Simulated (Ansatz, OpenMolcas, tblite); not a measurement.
C2H5FSi (SMILES F/C=C/[SiH3]): methods side by side

C2H5FSi: 9 atoms, total charge 0, spin state singlet. As SMILES, `F/C=C/[SiH3]`. The shape is that of a PBE0-D4/def2-TZVP optimisation.

Quantity: the HOMO–LUMO gap, in eV. The values are calculated.

```json
{"level": "GFN2-xTB", "kind": "semi-empirical", "program": "tblite", "value (eV)": "4.67", "CPU time": "under 2 s"}
{"level": "GFN1-xTB", "kind": "semi-empirical", "program": "tblite", "value (eV)": "4.80", "CPU time": "under 2 s"}
{"level": "HF/cc-pVDZ", "kind": "Hartree–Fock", "program": "OpenMolcas", "value (eV)": "14.36", "CPU time": "10 s"}
{"level": "SVWN5/cc-pVDZ", "kind": "LDA", "program": "Ansatz", "value (eV)": "5.36", "CPU time": "4.1 s"}
{"level": "PBE/cc-pVDZ", "kind": "GGA", "program": "Ansatz", "value (eV)": "5.41", "CPU time": "6.4 s"}
{"level": "revPBE/cc-pVDZ", "kind": "GGA", "program": "OpenMolcas", "value (eV)": "5.44", "CPU time": "53 s"}
{"level": "TPSS/cc-pVDZ", "kind": "meta-GGA", "program": "OpenMolcas", "value (eV)": "5.64", "CPU time": "69 s"}
{"level": "M06-2X/cc-pVDZ", "kind": "hybrid meta-GGA", "program": "OpenMolcas", "value (eV)": "9.87", "CPU time": "62 s"}
{"level": "CAM-B3LYP/cc-pVDZ", "kind": "range-separated hybrid", "program": "Ansatz", "value (eV)": "10.20", "CPU time": "8.1 s"}
{"level": "B2PLYP/cc-pVDZ", "kind": "double hybrid", "program": "OpenMolcas", "value (eV)": "10.18", "CPU time": "35 s"}
```

The values span 4.67 to 14.36 eV. Orbital gaps aren't excitation energies, and those of double hybrids come from the SCF part alone; they tend to grow with the share of exact exchange. CPU times are rough (shared hosts, several kinds of processor and program).

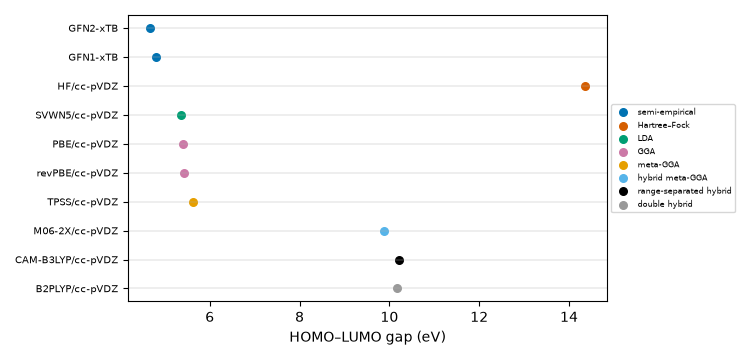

The values of the table, level by level.
